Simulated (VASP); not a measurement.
Given:

```xyz
2
Lattice="0.0000 2.4101 2.4101 2.4101 0.0000 2.4101 2.4101 2.4101 0.0000" Properties=species:S:1:pos:R:3 pbc="T T T"
Ca     0.0000     0.0000     0.0000
O      2.4101     2.4101     2.4101
```

All values below come from TPSS meta-GGA, VASP's PBE PAW potentials (set 64) (plane waves; VASP 6.6.1). Run with 520 eV cut-off, 11×11×11 Γ-centred mesh, tetrahedra with Blöchl corrections, potentials Ca_sv O.

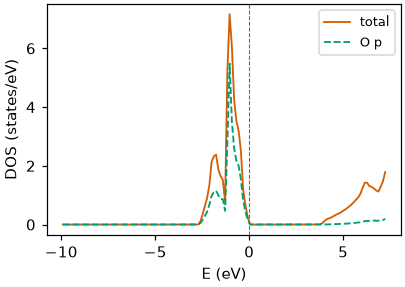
*Total and projected density of states, zero at the valence-band maximum*

Within 2 eV below the valence-band maximum the largest weight inside VASP's projection spheres is O p.

The gap is indirect, 3.76 eV, from the valence maximum at Γ to the conduction minimum at X.

The compound is CaO in the rock salt structure. It was relaxed first.
